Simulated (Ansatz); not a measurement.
## Pressure series in BeSe

Base system: BeSe in the zinc blende structure (space group F-43m, No. 216; a = 5.129 Å).

Cell and atoms are relaxed at each pressure.

Calculations: Kohn–Sham DFT with the PBEsol functional, run in Ansatz (a quantum-chemistry and plane-wave program) with PAW and 420 eV plane waves, without spin-orbit coupling.

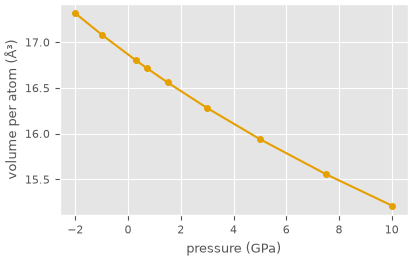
Fig. 1. Volume against pressure

Estimate the zero-pressure bulk modulus from the plot.

About 80 GPa; a third-order Birch–Murnaghan fit to the points gives V₀ = 16.86 Å³/atom, B₀ = 80 GPa and B₀′ = 3.9.

Between the base and pressure 7.5 GPa the gap moves from 2.47 eV to 2.28 eV, a mean slope of -25 meV/GPa.

Load acts through the strain it causes; cell and atoms are relaxed under it. Stability against distortions was not tested. No other phases were tried under pressure.
